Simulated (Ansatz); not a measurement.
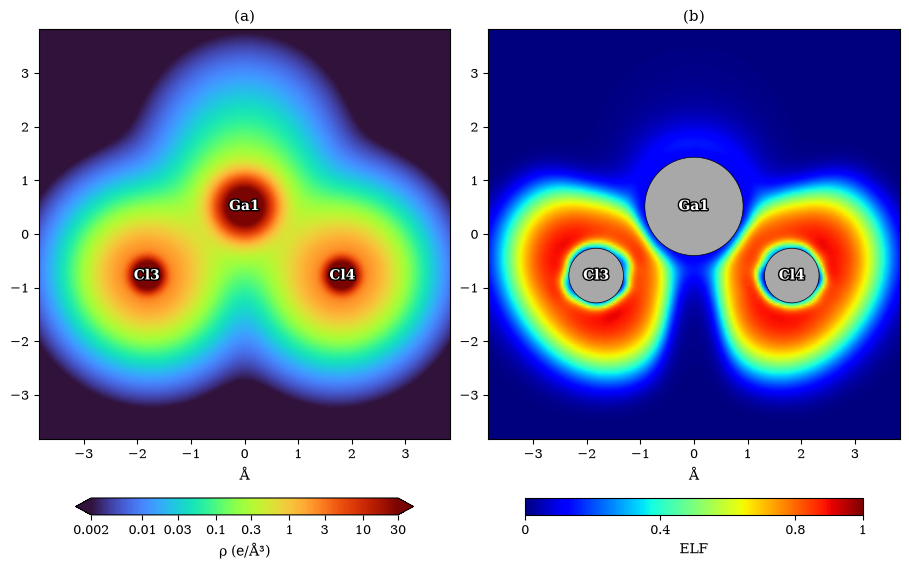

Cl₄Ga (charge −1). (a) total electron density; (b) electron localisation function on the plane of atoms Cl3, Ga1 and Cl4. Grey discs cover the atomic cores in the ELF map.

Geometry: PBE-D4/def2-SVPD.

The calculation used RKS PBE0-D4/def2-TZVPD (Ansatz 0.2.0).

```csv
atom,x (Å),y (Å),z (Å)
Ga,0.0000,0.0000,0.0000
Cl,0.0106,-0.0175,2.2332
Cl,2.1020,0.0106,-0.7544
Cl,-1.0604,1.8269,-0.7251
Cl,-1.0522,-1.8200,-0.7537
```

Q: Read the bonding off the picture.

A: The section cuts through Ga and Cl sites.
Ga–Cl (2.23 Å): ρ is about 0.62 e/Å³ halfway; the ELF peaks at about 0.85 in the valence shell of Cl, 0.9 Å from its nucleus, and is about 0.60 at the midpoint.
The ELF also peaks beside Cl4 and Cl3, away from the bonds: lone-pair regions.
